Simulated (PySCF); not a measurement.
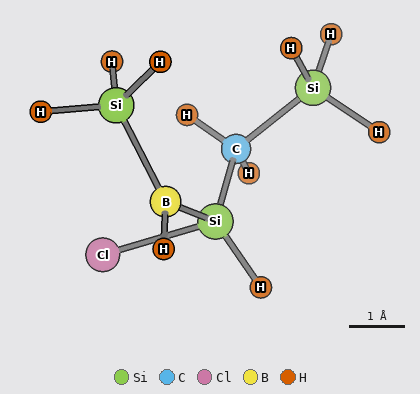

The structure as given in the input (ball-and-stick view, seen at a tilt). Bond lengths as drawn: B–H 1.21 Å, B–Si 1.96 to 2.01 Å, Cl–Si 2.17 Å, C–H 1.10 Å, C–Si 1.86 to 1.89 Å and H–Si 1.49 to 1.50 Å.

# CH₁₀BClSi₃: NMR shielding calculation

The run: NMR shielding calculation of CH₁₀BClSi₃, SMILES [SiH3]B[SiH](Cl)C[SiH3]. Method and program: GIAO PBE0/pcSseg-1 NMR shielding, non-relativistic, gas phase (PySCF 2.14.0).

The geometry comes from this level: PBE0-D3(BJ)/def2-SVP. Figures and captions count atoms from 1; the log counts them from 0 in places.

Output
```
coarse grid: 14872 points
cycle   1  E = -1396.9215058299  dE =  3.521e-02  |g| = 3.591e-01  |ddm| = 3.528e+00
cycle   2  E = -1396.9188830385  dE =  2.623e-03  |g| = 3.754e-01  |ddm| = 7.617e-01
cycle   3  E = -1396.9553850228  dE = -3.650e-02  |g| = 4.139e-02  |ddm| = 3.961e-01
cycle   4  E = -1396.9558092407  dE = -4.242e-04  |g| = 1.705e-02  |ddm| = 7.812e-02
cycle   5  E = -1396.9559006532  dE = -9.141e-05  |g| = 3.785e-03  |ddm| = 2.899e-02
cycle   6  E = -1396.9559047426  dE = -4.089e-06  |g| = 7.641e-04  |ddm| = 6.707e-03
final grid: 123664 points
cycle   7  E = -1396.9875875815  dE = -2.317e-05  |g| = 5.243e-03  |ddm| = 2.227e-02
cycle   8  E = -1396.9875852261  dE =  2.355e-06  |g| = 5.688e-03  |ddm| = 1.043e-02
cycle   9  E = -1396.9875940428  dE = -8.817e-06  |g| = 6.825e-04  |ddm| = 5.916e-03
cycle  10  E = -1396.9875941404  dE = -9.761e-08  |g| = 1.889e-04  |ddm| = 9.410e-04
cycle  11  E = -1396.9875941509  dE = -1.050e-08  |g| = 2.693e-05  |ddm| = 3.021e-04
cycle  12  E = -1396.9875941511  dE = -2.028e-10  |g| = 7.878e-06  |ddm| = 5.494e-05
```

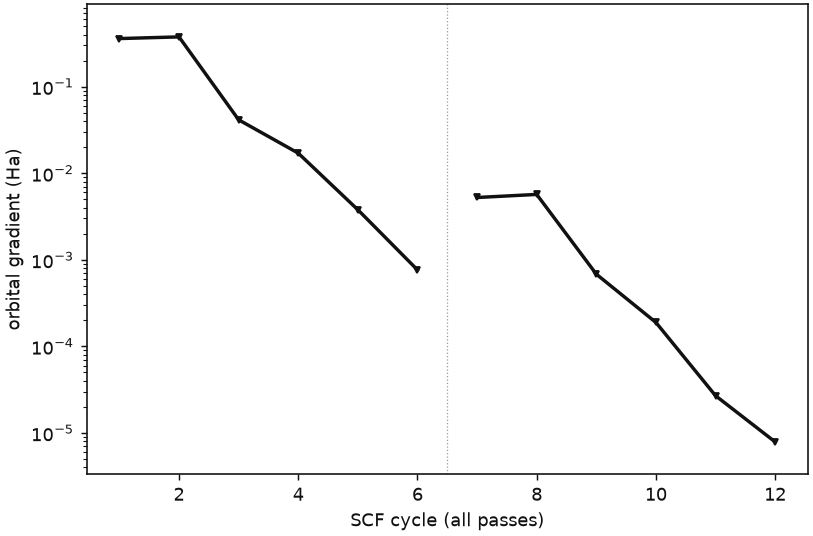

Convergence of the self-consistent field: orbital gradient against the SCF cycle. The dotted line marks the change from a coarse to the final integration grid. The first 6 cycles use a coarse grid, the final grid takes over at cycle 7, and the field converges after 12 cycles in all.

```
converged SCF energy = -1396.9875941511

GIAO shielding tensors (ppm)
atom      isotropic    diamagn.    paramagn.     s11        s22        s33       span
  0 Si     328.360     879.590    -551.230    260.994    342.004    382.080    121.086
  1 C      192.572     260.138     -67.566    183.052    193.278    201.385     18.334
  2 Si     426.820     879.977    -453.157    398.016    417.811    464.633     66.618
  3 Cl    1079.831    1148.563     -68.731    923.207   1018.502   1297.785    374.578
  4 B       61.774     202.341    -140.568     -5.162     39.012    151.471    156.633
  5 Si     449.537     879.415    -429.877    429.504    448.326    470.782     41.279
  6 H       25.893      28.237      -2.344     21.581     24.355     31.744     10.163
  7 H       30.597      28.452       2.146     24.979     28.451     38.361     13.382
  8 H       30.788      32.825      -2.037     25.682     29.478     37.204     11.522
  9 H       27.288      29.936      -2.648     22.961     27.292     31.611      8.650
 10 H       27.081      28.228      -1.146     23.545     24.553     33.146      9.602
 11 H       27.368      28.951      -1.583     23.852     25.599     32.653      8.801
 12 H       24.833      29.734      -4.902     21.002     24.809     28.687      7.685
 13 H       27.557      28.493      -0.936     24.205     25.791     32.675      8.470
 14 H       27.321      28.412      -1.091     24.083     25.053     32.828      8.745
 15 H       27.853      29.403      -1.551     24.227     28.434     30.897      6.670
```

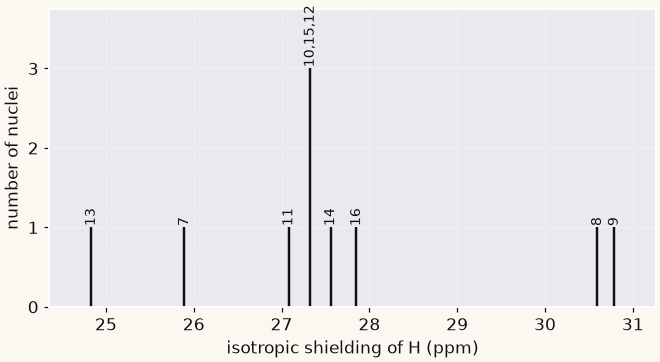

Isotropic shieldings of the hydrogen nuclei in this fixed geometry, labelled by atom number; shielding grows to the right, so chemical shift grows to the left. The least shielded is H13 (24.8 ppm), the most shielded H9 (30.8 ppm).

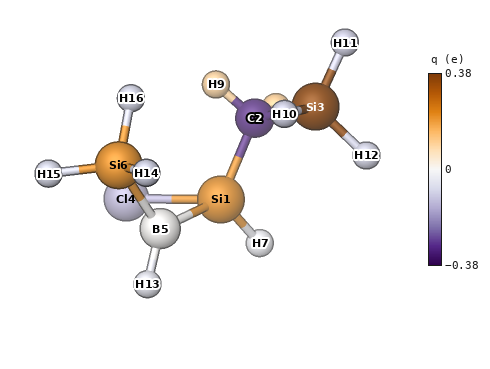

ESP-fitted charges, as the colour of each atom (ball-and-stick view, seen at a tilt; atoms are numbered from 1 in the order of the input). By element: Si +0.21 to +0.36, C −0.32, Cl −0.15, B 0.00 and H −0.10 to +0.13 e.

This output came from the following input.

The input
```
{"job": {"kind": "nmr", "xc": "PBE0", "basis": "pcSseg-1"}, "charge": 0, "multiplicity": 1}
Si    -1.330424     0.243561    -1.551395
C     -1.409830     1.483749    -0.163893
Si     0.273045     2.248155     0.224676
Cl    -2.912576    -1.223317    -1.348623
B     -0.551270    -1.536594    -1.328007
Si    -0.158009    -2.220286     0.519504
H     -1.508743     0.902943    -2.875883
H     -2.135646     2.278157    -0.402621
H     -1.757523     0.960636     0.742659
H      1.201105     1.183202     0.710745
H      0.141316     3.307795     1.268224
H      0.858580     2.857337    -1.009919
H     -0.358223    -2.207831    -2.312021
H      1.330417    -2.216052     0.715317
H     -0.646242    -3.615079     0.755949
H     -0.741983    -1.348145     1.590913
```

The first line tells a small driver script what to run in PySCF; the rest is the geometry in Å.

Run as:
```bash
OMP_NUM_THREADS=1 python <driver script> task.json out
```

Key numbers

- outcome: converged
- total energy: −1396.987594 hartree
- HOMO: −7.85 eV
- LUMO: −1.71 eV
- dipole moment: 2.39 D
- isotropic shielding, Si: 328.4 to 449.5 ppm
- isotropic shielding, C: 192.6 ppm
- isotropic shielding, Cl: 1079.8 ppm
- isotropic shielding, B: 61.8 ppm
- isotropic shielding, H: 24.8 to 30.8 ppm
- hardware: 1 CPU thread, shared host
- wall time: 27 s
- peak memory: 0.89 GiB
